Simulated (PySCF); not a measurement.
# The bond of TiSi, level by level

What are the lowest state that PBE0 finds, the bond length, vibrational wavenumber and bond energy of TiSi, and how much do these hang on the method?

Computed with PySCF 2.14.0. Level: Ti def2-TZVPP, Si def2-TZVPP, no relativity.

### 1 Input

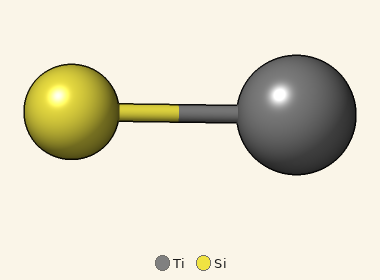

The two atoms at the starting distance (titanium grey, silicon yellow).

A driver script around PySCF takes these settings:

```yaml
atoms: Ti, Si
charge: 0
basis: Ti def2-TZVPP, Si def2-TZVPP
Hamiltonian: no relativity
basis_functions: 106
electrons_treated: 36
masses_in_u: 47.9479, 27.9769
levels: PBE0, PBE, r²SCAN, TPSS, TPSSh, BP86, LDA, ωB97X-V, HF, MP2, SCS-MP2, CCSD, CCSD(T)
grid: 80 radial by 434 angular points
occupations: held fixed by the projection of orbital angular momentum
dissociation_limit: Ti + Si, each in its ground configuration
starting_distance_in_angstrom: 2.380
values_of_2S_to_try: 0, 2, 4, 6
```

The run is started by

```console
> OMP_NUM_THREADS=2 python dia.py task.json out
```

The runs that follow: The PBE0 curve of the state that the search chose; Excited determinants; PBE (GGA); r²SCAN; TPSS (meta-GGA); TPSSh (hybrid meta-GGA); BP86 (GGA); LDA (local density); ωB97X-V; ROHF (mean field); MP2 and coupled cluster.

**Question.** What will these runs give? Wanted: for each run, Re; ωe; De; μ.

**Answer**, as computed:

Lowest PBE0 solution found, without spin–orbit coupling: ⁵Δ (quintet), unpaired electrons σ ↑, π ↑↑, δ ↑. State 2 has its PBE0 minimum 0.21 eV higher, as a spin-mixed determinant (⟨S²⟩ = 2.27), so this is no gap between pure states. State 3 has its PBE0 minimum 0.24 eV higher, as a spin-mixed determinant (⟨S²⟩ = 2.10), so this is no gap between pure states. State 4 has its PBE0 minimum 0.28 eV higher, as a spin-mixed determinant (⟨S²⟩ = 2.84), so this is no gap between pure states. The other levels ran on the lowest alone.

| level | Re (Å) | ωe (cm⁻¹) | De (eV) | μ (D) |
| --- | --- | --- | --- | --- |
| ROHF | 2.667 | 218.5 | 0.495 | -4.93 |
| ROHF-MP2 | 2.419 | 347 | 1.74 | n/a |
| ROHF-SCS-MP2 | 2.483 | 317 | 1.41 | n/a |
| ROHF-CCSD | 2.454 | 344 | 1.57 | n/a |
| ROHF-CCSD(T) | 2.445 | 360 | 1.88 | n/a |
| LDA | 2.399 | 382 | 3.69 | -2.75 |
| PBE | 2.437 | 366 | 3.11 | -3.12 |
| BP86 | 2.438 | 365 | 3.05 | -3.04 |
| TPSS | 2.441 | 367 | 2.94 | -3.72 |
| r²SCAN | 2.425 | 374 | 2.89 | -3.86 |
| TPSSh | 2.435 | 370 | 2.66 | -4.04 |
| PBE0 | 2.422 | 375 | 2.38 | -4.07 |
| ωB97X-V | 2.405 | 390 | 1.87 | -4.80 |

De is counted to Ti + Si in their ground configurations. A positive dipole means Ti(−)Si(+).

In words: Bond lengths run from 2.399 Å (LDA) to 2.667 Å (ROHF). Among the levels with a De in the table, it runs from 0.495 eV (ROHF) to 3.69 eV (LDA).

Correlated steps freeze 10 core orbitals. With d or f electrons several states lie close, and the lowest PBE0 determinant need not be the measured ground state. T1 is 0.056 near the minimum (highest on the curve 0.056), which may point to more than one leading configuration.
